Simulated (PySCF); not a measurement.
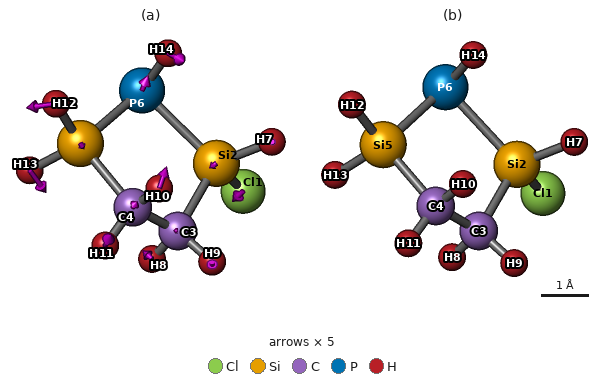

The structure of C2H8ClPSi2 before (left) and after (right) a relaxation, at one scale. The purple arrows give the displacements, magnified 5 times.

A ball-and-stick model, seen at a tilt.

The start comes from GFN2-xTB.

All numbers below come from PySCF, PBE0-D3(BJ)/def2-SVP geometry optimisation, gas phase. 

### Describe what moved and what it gained.

The largest move after the best rigid fit is that of H14, 0.17 Å. By element the largest moves are H 0.17 Å, Cl 0.08 Å, P 0.08 Å, C 0.05 Å, Si 0.04 Å. Some distances before and after: Cl1–Si2 2.018 → 2.074 Å, P6–H14 1.382 → 1.431 Å, Si5–P6 2.247 → 2.278 Å, Si5–H12 1.464 → 1.494 Å. Bond angles that change, for instance: Si2–P6–Si5 91.6° → 88.4°, P6–Si2–H7 112.8° → 110.3°, C4–Si5–H12 111.2° → 113.6°. Over 12 geometry steps the energy falls by 3.24 kcal/mol. Largest force component: 1.3 eV/Å at the start, 0.0079 eV/Å at the end. The run took of the order of 2.9 core-minutes on a shared host.
